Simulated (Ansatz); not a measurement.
# Profile along the Al–Al line in Al (fcc, Cu type)

Al (fcc, Cu type)

```cif
data_Al
_chemical_formula_sum 'Al1'
_space_group_name_H-M_alt 'P 1'
_space_group_IT_number 1
_cell_length_a 2.82276
_cell_length_b 2.82276
_cell_length_c 2.82276
_cell_angle_alpha 60.000
_cell_angle_beta 60.000
_cell_angle_gamma 60.000
loop_
_space_group_symop_operation_xyz
  'x, y, z'
loop_
_atom_site_label
_atom_site_type_symbol
_atom_site_fract_x
_atom_site_fract_y
_atom_site_fract_z
_atom_site_occupancy
Al1 Al 0.00000 0.00000 0.00000 1
```

Fields along a shortest Al–Al line of a {100} plane (2.82 Å), from Al to Al, interpolated on the slice's grid (step about 0.1 Å). All values below come from r2SCAN (plane waves to 500 eV, PAW, scalar-relativistic; Ansatz, a quantum-chemistry and plane-wave program). k mesh 20×20×20. Near the nuclei the fields are pseudised (PAW); where an atom keeps semicore shells as valence, they peak there. Al was relaxed with its symmetry unable to fall.

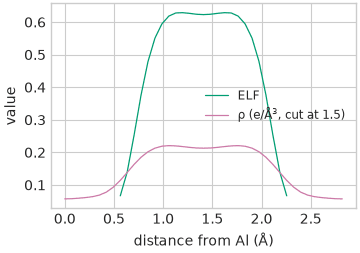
Figure. ELF (away from the nuclei) and valence density from Al to Al.

Density on the Al–Al line (2.82 Å) at its midpoint: 0.21 e/Å³. ELF at that point: 0.62. ELF maximum in the middle third of the Al–Al line: 0.63, 1.2 Å from Al.
